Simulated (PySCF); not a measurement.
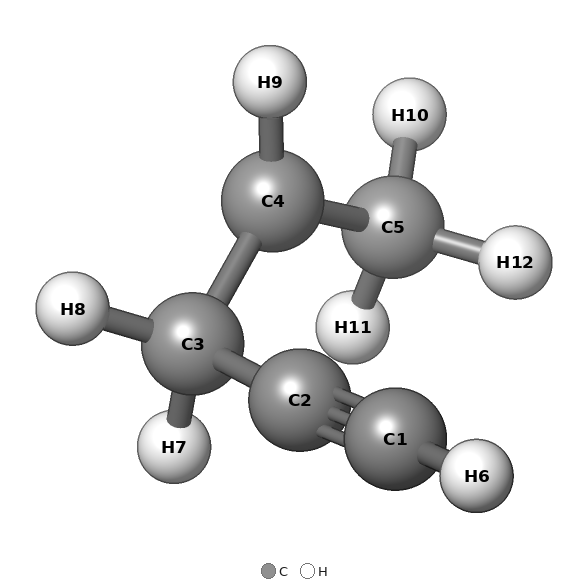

Charge 0, doublet. The computed structure is the end point of a GFN2-xTB optimisation. No frequency run is at hand to confirm it as a minimum. Properties computed with UKS B3LYP, pcH-1 on C H, non-relativistic (PySCF 2.14.0).

Give the isotropic hyperfine couplings (Fermi-contact term alone) of C1, C2, C3, C4, C5, H6, H7, H8, H9, H10, H11, H12.

| atom | isotope | a_iso (MHz) |
| --- | --- | --- |
| C1 | 13C | 8.8 |
| C2 | 13C | 96.7 |
| C3 | 13C | −24.9 |
| C4 | 13C | 111.2 |
| C5 | 13C | −31.9 |
| H6 | 1H | −1.9 |
| H7 | 1H | 19.5 |
| H8 | 1H | 42.5 |
| H9 | 1H | −58.5 |
| H10 | 1H | 33.0 |
| H11 | 1H | 40.8 |
| H12 | 1H | 157.3 |
